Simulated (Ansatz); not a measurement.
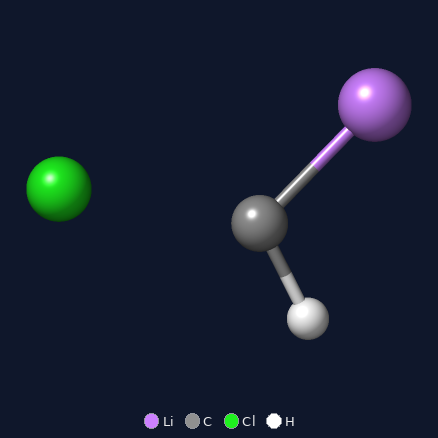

The picture shows the input geometry.

Input file:

```yaml
crystal:
  periodic: [false, false, false]
  atoms:
    - {symbol: Li, position_ang: [-0.184204, 1.506831, -0.532890]}
    - {symbol: C, position_ang: [-0.139259, -0.064993, -0.087325]}
    - {symbol: Cl, position_ang: [1.302828, -0.870058, 1.204353]}
    - {symbol: H, position_ang: [-0.979365, -0.571790, -0.584138]}
basis:
  gaussian: {orbitals: def2-SVP}
total_charge: 1
hamiltonian: {xc: pbe, dispersion: d4}
relax: {f_tol: 0.03, max_steps: 250}
```

It was started with:

```sh
ansatz run in.yaml --threads 2 --pin off --events-out ev --progress --plain --max-ram 4352MiB
```

Result (its end):

```
547 factors; their error is unknown
mean field -13759.85135193 eV, -505.6652104211 hartree, gradient 8.1e-6 eV, S^2 0.000000; 1 other end points of the search recorded, 0 dependent functions left out
the calculation of the forces begins
reference -13759.85139885 eV, -505.6652121456 hartree; 13, 13 occupied and 33, 33 virtual orbitals, 547 factors
Total energy: -13759.89483114 eV, -505.6668082526 hartree
Atom 0 at    -0.086456     1.905541    -0.564195 Å, force     0.000145    -0.000264     0.000160 eV/Å
Atom 1 at    -0.106634    -0.132429    -0.045220 Å, force     0.000497     0.000135     0.000402 eV/Å
Atom 2 at     1.004842    -0.830894     0.970823 Å, force    -0.000106     0.000495    -0.000227 eV/Å
Atom 3 at    -0.811752    -0.942228    -0.361409 Å, force    -0.000535    -0.000366    -0.000334 eV/Å
Dipole moment:    -0.510932     1.488093    -0.772900 e Å
```
